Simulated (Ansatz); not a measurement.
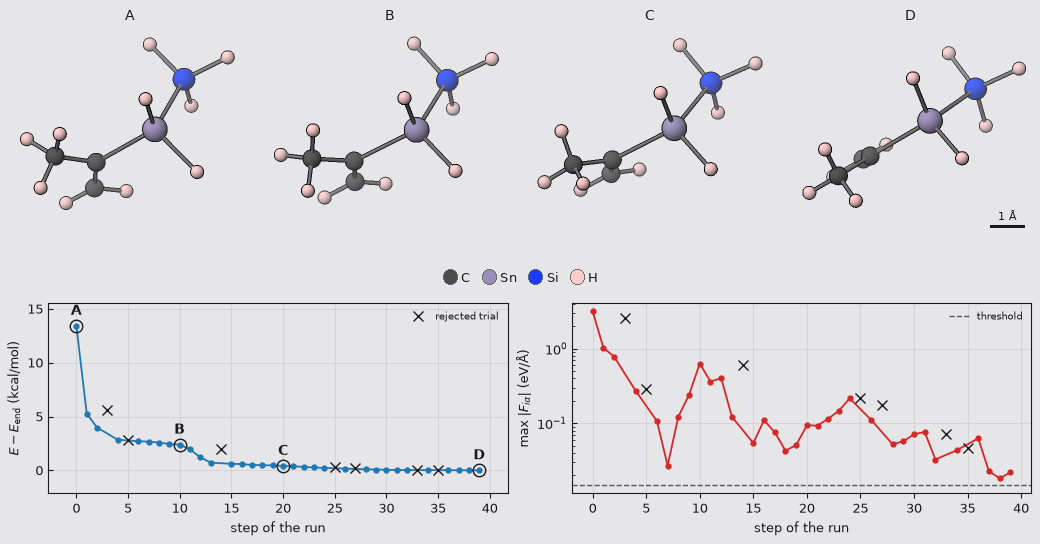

Frames of a relaxation of C3H10SiSn, marked on the history of the run. Style: ball-and-stick. Shown from a free direction.

The run prepares an end point of a later path (torsion) calculation, from a guessed geometry.

Method: RKS BLYP-D4/def2-SVP (Ansatz).

Input
```yaml
crystal:
  periodic: [false, false, false]
  atoms:
    - { symbol: C, position_ang: [-0.4807, -1.3692, 1.2996] }
    - { symbol: C, position_ang: [0.347, -0.9586, 0.3522] }
    - { symbol: C, position_ang: [1.7574, -1.3582, 0.44] }
    - { symbol: Sn, position_ang: [-0.2268, 0.2352, -1.2934] }
    - { symbol: Si, position_ang: [-1.2645, 2.3638, -0.4276] }
    - { symbol: H, position_ang: [-0.22, -1.9096, 2.1363] }
    - { symbol: H, position_ang: [-1.5425, -1.0229, 1.2142] }
    - { symbol: H, position_ang: [1.911, -2.4501, 0.4466] }
    - { symbol: H, position_ang: [2.2344, -0.9409, 1.4329] }
    - { symbol: H, position_ang: [2.365, -0.9585, -0.3849] }
    - { symbol: H, position_ang: [-1.5403, -0.6477, -2.1583] }
    - { symbol: H, position_ang: [1.0755, 0.5823, -2.3218] }
    - { symbol: H, position_ang: [-1.7895, 3.2193, -1.5491] }
    - { symbol: H, position_ang: [-0.2561, 3.1142, 0.3514] }
    - { symbol: H, position_ang: [-2.3919, 2.0502, 0.4914] }
basis:
  gaussian: { orbitals: def2-SVP }
hamiltonian:
  xc: blyp
  dispersion: d4
relax:
  f_tol: 0.015
  max_steps: 40
```

Run as
```bash
ansatz run input.yaml --threads 2 --pin off --max-ram 3072MiB --backend cpu --events-out ev --progress --plain --runs-dir out
```

Describe the path.

Answer. The relaxation stopped without meeting its thresholds, so the last structure isn't shown to be converged. It used up its limit of 40 steps. After 32 accepted moves (39 points after the start) the energy has fallen by 13.4 kcal/mol. The largest force component goes from 3.2 to 0.022 eV/Å. The line search rejected the trial steps at points 3, 5, 14, 25, 27, 33, 35 of the run. The largest move after the best rigid fit is that of H9, 1.65 Å. By element the largest moves are H 1.65 Å, C 0.96 Å, Si 0.47 Å, Sn 0.29 Å. Among the contacts that change: Sn4–Si5 2.521 → 2.605 Å, C2–Sn4 2.112 → 2.192 Å, C1–H6 1.030 → 1.106 Å, C3–H9 1.178 → 1.111 Å. Bond angles that change, for instance: C2–C1–H7 116.3° → 123.1°, Si5–Sn4–H11 106.2° → 111.5°, H11–Sn4–H12 111.6° → 106.5°. Groups turn about C2–C3 by about 60°, C2–Sn4 by about 60°. The run took 64 s on 2 threads of AMD EPYC 9R45 96-Core Processor (Zen 5), on a shared host, peak memory 0.2 GiB. From step 0 to 10: H9 moves most (0.51 Å), energy −11.0 kcal/mol. From step 10 to 20: H9 moves most (0.84 Å), energy −1.98 kcal/mol. From step 20 to 39: H7 moves most (0.80 Å), energy −0.41 kcal/mol.

```
step  E − E(0), kcal/mol  largest force component, eV/Å      note
   0                0.00                         3.1722          
   1               -8.15                         1.0318          
   2               -9.45                         0.7837          
   3               -7.81                         2.5950  rejected
   4              -10.58                         0.2748          
   5              -10.58                         0.2849  rejected
   6              -10.72                         0.1072          
   7              -10.76                         0.0271          
   8              -10.84                         0.1234          
   9              -10.98                         0.2415          
  10              -11.04                         0.6328          
  12              -12.22                         0.4053          
  13              -12.70                         0.1224          
  15              -12.82                         0.0544          
  16              -12.84                         0.1103          
  18              -12.94                         0.0431          
  19              -12.97                         0.0511          
  21              -13.05                         0.0934          
  22              -13.10                         0.1155          
  24              -13.19                         0.2166          
  25              -13.11                         0.2192  rejected
  27              -13.16                         0.1781  rejected
  28              -13.32                         0.0525          
  30              -13.37                         0.0714          
  31              -13.38                         0.0766          
  33              -13.38                         0.0726  rejected
  34              -13.40                         0.0436          
  36              -13.40                         0.0629          
  37              -13.42                         0.0228          
  39              -13.42                         0.0220
```
